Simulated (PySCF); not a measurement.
**C6H9FSi: density, localisation and related maps**

```json
{"atom": "C", "x (Å)": "0.9480", "y (Å)": "2.1902", "z (Å)": "0.9761"}
{"atom": "C", "x (Å)": "0.9083", "y (Å)": "1.2033", "z (Å)": "0.3002"}
{"atom": "C", "x (Å)": "0.8644", "y (Å)": "0.0035", "z (Å)": "-0.5158"}
{"atom": "C", "x (Å)": "1.8232", "y (Å)": "-1.0448", "z (Å)": "0.0575"}
{"atom": "C", "x (Å)": "-0.5483", "y (Å)": "-0.5516", "z (Å)": "-0.6005"}
{"atom": "C", "x (Å)": "-1.7040", "y (Å)": "0.4561", "z (Å)": "-0.8578"}
{"atom": "Si", "x (Å)": "-1.7993", "y (Å)": "-0.4218", "z (Å)": "0.7932"}
{"atom": "F", "x (Å)": "-2.8707", "y (Å)": "-1.6301", "z (Å)": "0.8962"}
{"atom": "H", "x (Å)": "0.9898", "y (Å)": "3.0582", "z (Å)": "1.5638"}
{"atom": "H", "x (Å)": "1.1994", "y (Å)": "0.2753", "z (Å)": "-1.5277"}
{"atom": "H", "x (Å)": "1.5040", "y (Å)": "-1.3311", "z (Å)": "1.0577"}
{"atom": "H", "x (Å)": "2.8350", "y (Å)": "-0.6490", "z (Å)": "0.1139"}
{"atom": "H", "x (Å)": "1.8288", "y (Å)": "-1.9318", "z (Å)": "-0.5726"}
{"atom": "H", "x (Å)": "-0.5806", "y (Å)": "-1.4303", "z (Å)": "-1.2400"}
{"atom": "H", "x (Å)": "-1.3992", "y (Å)": "1.4924", "z (Å)": "-0.9013"}
{"atom": "H", "x (Å)": "-2.3797", "y (Å)": "0.2071", "z (Å)": "-1.6655"}
{"atom": "H", "x (Å)": "-1.6263", "y (Å)": "0.1163", "z (Å)": "2.1126"}
```

Geometry: GFN2-xTB.

These are results of B3LYP/def2-SVPD, SCF density, gas phase in PySCF 2.14.0, not measurements.

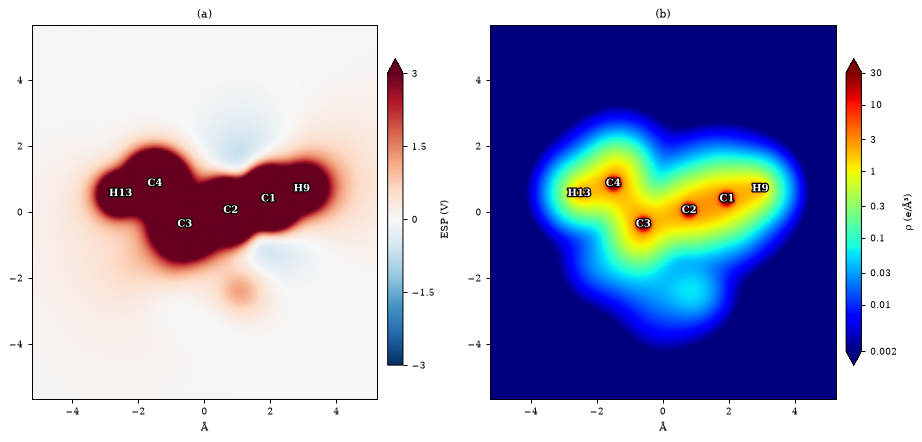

Figure 1. (a) electrostatic potential; (b) total electron density on the plane of atoms C2, C3 and C4.

### What does the map show?

- Atoms in the plane: C and H.
- C–C (1.20 Å): the density is about 2.7 e/Å³ at the midpoint.
- C–H (1.05 Å): ρ at the midpoint is about 2.1 e/Å³.
- Outside the dense part of the molecule the potential is most negative (−0.7 V) near C1.

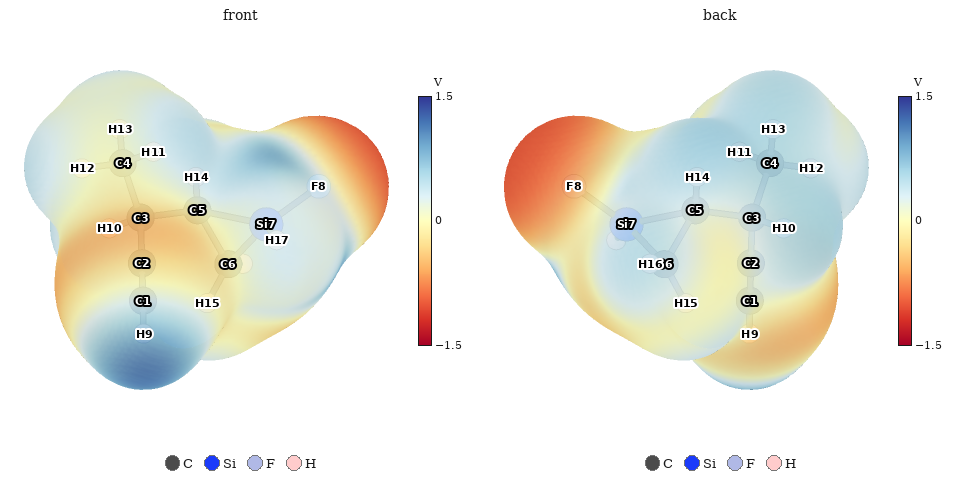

Figure 2. The electrostatic potential painted on the density surface at 0.001 e/bohr³, seen from the front and from behind; the colour scale runs from red (negative) to blue (positive).

### Which sites attract a positive test charge, and which a negative one?

A positive charge is drawn to the negative regions and a negative charge to the positive ones. The most negative region (about −1.0 V, or −23 kcal/mol for a unit charge) lies over F8, the most positive (about +1.2 V, or +28 kcal/mol for a unit charge) over H9.

### What dipole moment does the calculation give?

Its dipole moment is 1.45 D.
